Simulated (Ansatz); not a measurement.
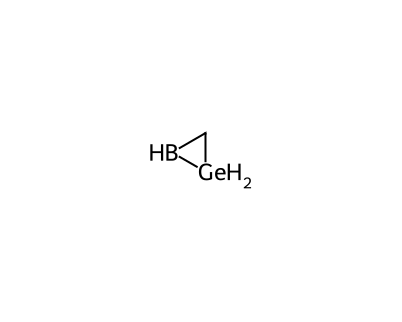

Source: calculation with Ansatz.

Skeletal drawing of a molecule.

### Write the SMILES.

[BH]1[CH2][GeH2]1

### Give the formula, hydrogens included.

CH5BGe.

### An optimisation with PBE0-D4/def2-TZVP gave a structure of which point group?

C1.
